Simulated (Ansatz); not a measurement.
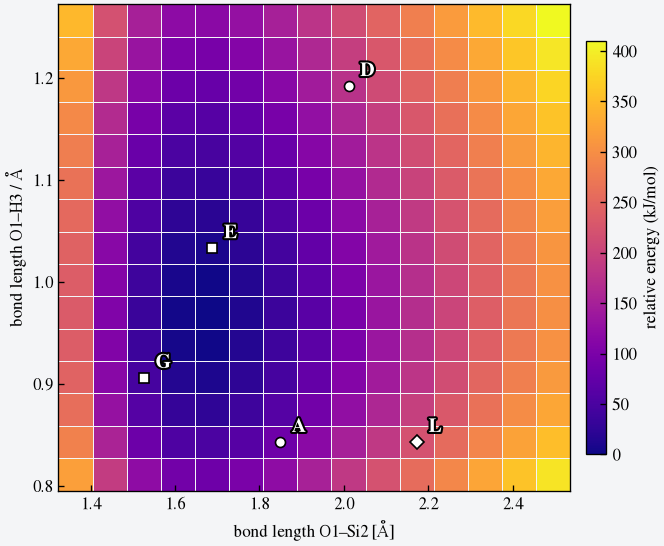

H2OSi, SMILES O[SiH]. 
- Coordinates scanned: (1) bond length O1–Si2; (2) bond length O1–H3.
- Nothing is relaxed (all other coordinates rigid).
- Grid: 15 × 15 points.
- All energies are given in kJ/mol relative to the lowest grid point.
- The restricted reference is unstable at some or all points, so the energies there are unreliable.
- All numbers below come from Ansatz, RHF-MP2, frozen core/def2-TZVP.

The picture shows one coloured cell a grid point, lettered points.

Q: What kind of point is each of A, D, G, L: minimum, saddle, maximum or slope?

A: A: on a slope; D: on a slope; G: on a slope; L: on a slope. (In these two coordinates alone; a stationary point may lie a little off the grid point.)

Q: Rank the lettered points by energy, lowest first.

A: E (10 kJ/mol), G (45 kJ/mol), A (86 kJ/mol), D (176 kJ/mol), L (220 kJ/mol).
